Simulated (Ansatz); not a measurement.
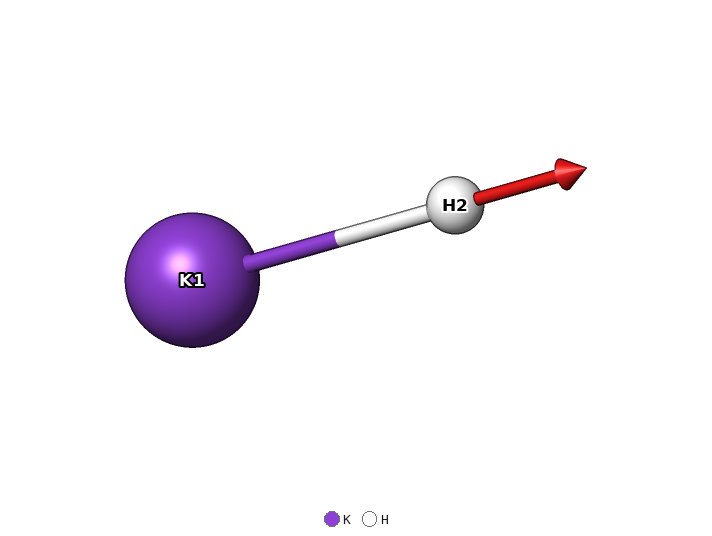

The arrows show one normal mode. Harmonic vibrations computed with RKS PBE0-D4/def2-TZVP (Ansatz 0.2.0) at a stationary point of the same level.

**Describe the motion.**

Mostly K–H stretching.

**At what wavenumber does it lie?**

973 cm⁻¹; it is mode 1 of 1 counted from the lowest.
